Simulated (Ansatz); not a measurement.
The parent structure is MgO in the rock salt structure (space group Fm-3m, No. 225; a = 4.2141 Å). Axes: x, y, z lie along the cube axes.

Perturbation: biaxial strain +4.14 %, plane normal [001], relaxed out of plane (Cartesian); in-plane vectors clamped, the third vector and the atoms free.

All numbers come from Kohn–Sham DFT with the PBEsol functional, run in Ansatz (a first-principles code) with PAW and 420 eV plane waves, no spin-orbit coupling.

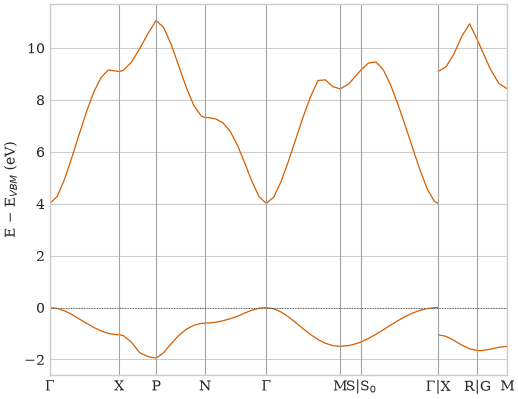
Figure: Highest valence and lowest conduction band along the path of the changed cell's own zone

The gap is 4.02 eV, direct at Γ; the base has 4.62 eV.

Whether these cells are dynamically stable was not tested. k-point labels follow each cell's own Brillouin zone.
